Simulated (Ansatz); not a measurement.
# InH3F− ([InFH3]-): wB97X/STO-3G

What is the energy change on altering one bond length of InH3F− ([InFH3]-) at wB97X/STO-3G? 

The calculation is run with Ansatz 0.2.0.

4 further runs of the same task are left out: 4 that didn't finish.

## Step 1: The system as given

InH3F−: 5 atoms, total charge -1, spin state singlet. As SMILES, `[H][In-]([H])([H])[F]`. Geometry: a GFN2-xTB relaxation, a rough one for these elements and not checked as a minimum.

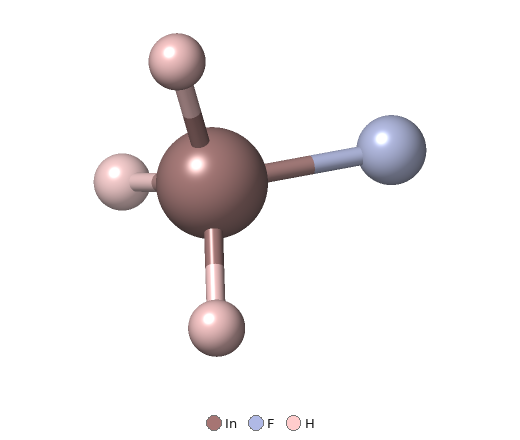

Viewed from a chosen angle; indium brown, fluorine light blue, hydrogen pink.

## Step 2: The energy at wB97X/STO-3G

run.yaml reads:

```yaml
crystal:
  periodic: [false, false, false]
  atoms:
    - {symbol: In, position_ang: [0.001730, 0.003130, -0.134360]}
    - {symbol: F, position_ang: [0.009540, -0.019260, 1.883540]}
    - {symbol: H, position_ang: [1.643850, 0.009670, -0.593190]}
    - {symbol: H, position_ang: [-0.832240, 1.425350, -0.564970]}
    - {symbol: H, position_ang: [-0.822880, -1.418880, -0.591010]}
basis:
  gaussian:
    orbitals: STO-3G
total_charge: -1
hamiltonian:
  xc: {name: wB97X}
accuracy: high
```

Run with:

```sh
$ ansatz run run.yaml --threads 1 --pin off --max-ram 2610MiB --events-out events.jsonl --progress --plain --runs-dir runs
```

What it wrote:

```text
Warning: RAYON_NUM_THREADS=1 ignored (pool sized by the plan → 1); use --threads N
Functional definition: wB97X
  name "wB97X"
  parameter omega = 0.3/bohr
  parameter cx = 0.157706
  parameter cx1 = 0.726479
  parameter cx2 = 1.04760
  parameter cx3 = -5.70635
  parameter cx4 = 13.2794
  parameter css1 = -4.33879
  parameter css2 = 18.2308
  parameter css3 = -31.7430
  parameter css4 = 17.2901
  parameter cos1 = 2.37031
  parameter cos2 = -11.3995
  parameter cos3 = 6.58405
  parameter cos4 = -3.78132
  exchange = spin_sum(e_x_unif_sr(omega)*poly(b97_u_x, 1 - cx, cx1, cx2, cx3, cx4)) + cx*exact_x_sr(omega)
      + exact_x_lr(omega)
  correlation = spin_sum(e_c_pw_same_spin*poly(b97_u_same, 1, css1, css2, css3, css4))
      + integral(e_c_pw_opposite_spin*poly(b97_u_opposite, 1, cos1, cos2, cos3, cos4))
645 factors; integrals over basis functions are off by at most 3.8e-9 eV
145 factors; integrals over basis functions are off by at most 7.3e-10 eV
mean field evaluation 1: about -157419.7098 eV, gradient 1.1e1 eV
mean field evaluation 2: about -157420.3275 eV, gradient 2.7e0 eV
mean field evaluation 4: about -157420.3772 eV, gradient 1.6e-1 eV
mean field evaluation 8: about -157420.2666 eV, gradient 6.5e-4 eV
mean field evaluation 16: about -157420.2666 eV, gradient 2.3e-8 eV
mean field -157420.26659880 eV, -5785.0880942168 hartree, gradient 2.3e-8 eV, S^2 0.000000; 0 other end points of the search recorded, 0 dependent functions left out
reference -157420.26659717 eV, -5785.0880941568 hartree; 31, 31 occupied and 4, 4 virtual orbitals, 645 factors
Total energy: -157420.26659717 eV, -5785.0880941568 hartree
```

Run time: 7.5 s. Hardware: 1 thread of Arm Neoverse V2, shared host; peak memory 0.27 GiB.

## Step 3: The distorted shape

job.yaml reads:

```yaml
crystal:
  periodic: [false, false, false]
  atoms:
    - {symbol: In, position_ang: [0.207898, 0.358659, -0.020189]}
    - {symbol: F, position_ang: [0.215708, 0.336269, 1.997711]}
    - {symbol: H, position_ang: [1.850018, 0.365199, -0.479019]}
    - {symbol: H, position_ang: [-0.626072, 1.780879, -0.450799]}
    - {symbol: H, position_ang: [-0.822880, -1.418880, -0.591010]}
basis:
  gaussian:
    orbitals: STO-3G
total_charge: -1
magnetization:
  spin_polarized: false
  initial_magnetization: 0
hamiltonian:
  xc: {name: wB97X}
accuracy: high
```

Run with:

```sh
$ ansatz run job.yaml --threads 1 --pin off --max-ram 2610MiB --events-out events.jsonl --progress --plain --runs-dir runs
```

What it wrote, shortened:

```text
Warning: RAYON_NUM_THREADS=1 ignored (pool sized by the plan → 1); use --threads N
[... 2 set-up lines as earlier in the session ...]
[...]
      + exact_x_lr(omega)
[...]
      + integral(e_c_pw_opposite_spin*poly(b97_u_opposite, 1, cos1, cos2, cos3, cos4))
645 factors; integrals over basis functions are off by at most 4.4e-9 eV
145 factors; integrals over basis functions are off by at most 8.2e-10 eV
[...]
mean field -157419.17902601 eV, -5785.0481266541 hartree, gradient 6.1e-8 eV, S^2 0.000000; 0 other end points of the search recorded, 0 dependent functions left out
reference -157419.17902433 eV, -5785.0481265923 hartree; 31, 31 occupied and 4, 4 virtual orbitals, 645 factors
Total energy: -157419.17902433 eV, -5785.0481265923 hartree
```

Run time: 7.5 s. Hardware: 1 thread of Arm Neoverse V2, shared host; peak memory 0.27 GiB.

## Step 4: Outcome

Level: wB97X/STO-3G.

| quantity | value |
| --- | --- |
| first shape: total energy | -5785.08809 Eh |
| distorted shape: total energy | -5785.04813 Eh |
| energy change with the In1–H5 bond stretched from 1.706 to 2.133 Å | 1.088 eV |

In words: With the In1–H5 bond stretched from 1.706 to 2.133 Å the energy rises by 1.09 eV (105 kJ/mol). The first shape isn't relaxed at this level, so the change isn't measured from a minimum. The minimal basis adds a large error of its own. Relativity is left out (first shape) although the molecule holds a heavy atom. Relativity is left out (distorted shape) although the molecule holds a heavy atom.
